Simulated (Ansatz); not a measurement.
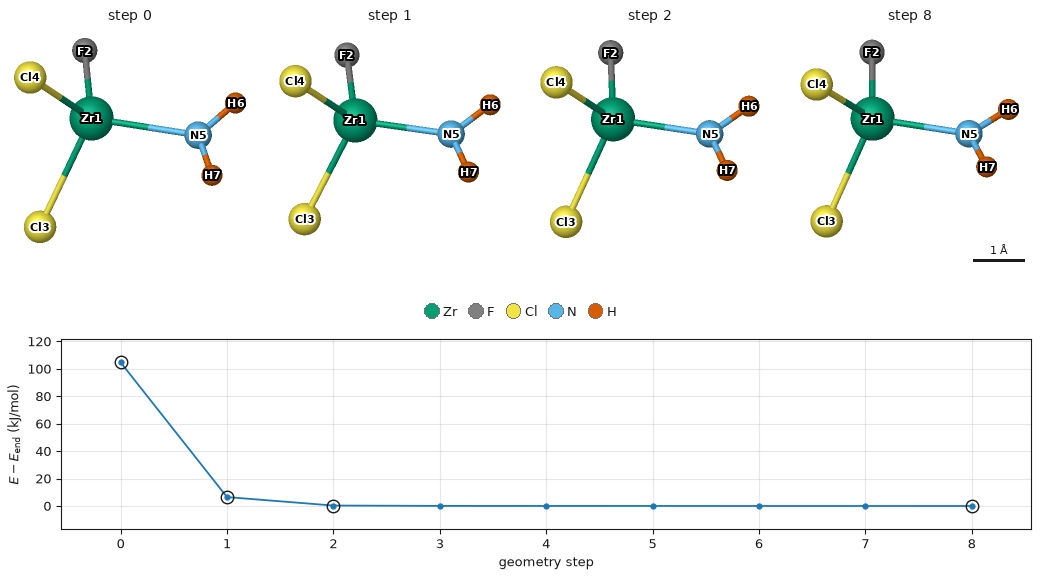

Frames of a relaxation of ZrNH2Cl2F, marked on the history of the run. A ball-and-stick model, seen from a free direction.

The run prepares the start of a later molecular dynamics calculation, from a guessed geometry.

Computed with RKS PBE0-D4/def2-SVP in Ansatz. (no spin polarisation; force threshold 0.02 eV/Å; at most 40 steps)

> Describe the path.

The largest move after the best rigid fit is that of Cl4, 0.21 Å. By element the largest moves are Cl 0.21 Å, H 0.20 Å, N 0.19 Å, F 0.18 Å, Zr 0.02 Å. Among the contacts that change: Zr1–N5 2.208 → 1.994 Å, Zr1–Cl3 2.520 → 2.356 Å, Zr1–F2 1.980 → 1.892 Å, N5–H6 1.060 → 1.019 Å. Among the angles between lasting bonds that change: H6–N5–H7 120.0° → 108.7°, Zr1–N5–H6 120.0° → 125.5°, F2–Zr1–N5 109.5° → 105.8°. Over 8 geometry steps the energy falls by 104.7 kJ/mol. Largest force component: 2.5 eV/Å at the start, 0.0081 eV/Å at the end. The forces were under the threshold at step 4, but the run went on from there. From step 0 to 1: Cl atoms move most (0.19 Å), energy −98.2 kJ/mol. From step 1 to 2: F2 moves most (0.09 Å), energy −6.18 kJ/mol. From step 2 to 8: H atoms move most (0.10 Å), energy −0.33 kJ/mol.
